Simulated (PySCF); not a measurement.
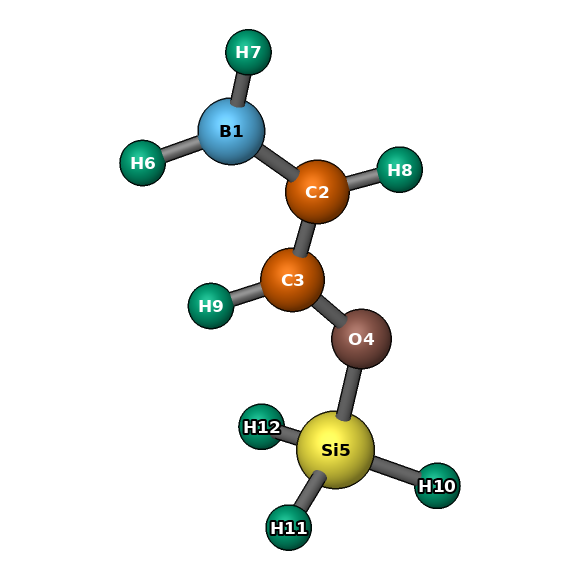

Computed geometry: PBE0-D3(BJ)/def2-SVP optimisation. No frequency run is at hand to confirm it as a minimum. Level of theory: GIAO PBE0/STO-3G NMR shielding, non-relativistic, gas phase (PySCF 2.14.0). Principal shieldings σ11 ≤ σ22 ≤ σ33, span Ω = σ33 − σ11, skew κ = 3(σiso − σ22)/Ω.

Give the shielding tensors of the O atoms.

```tsv
atom	σ11	σ22	σ33	σiso	Ω	κ
O4	76.5	344.2	458.0	292.9	381.5	−0.40
```

Shieldings and span in ppm.
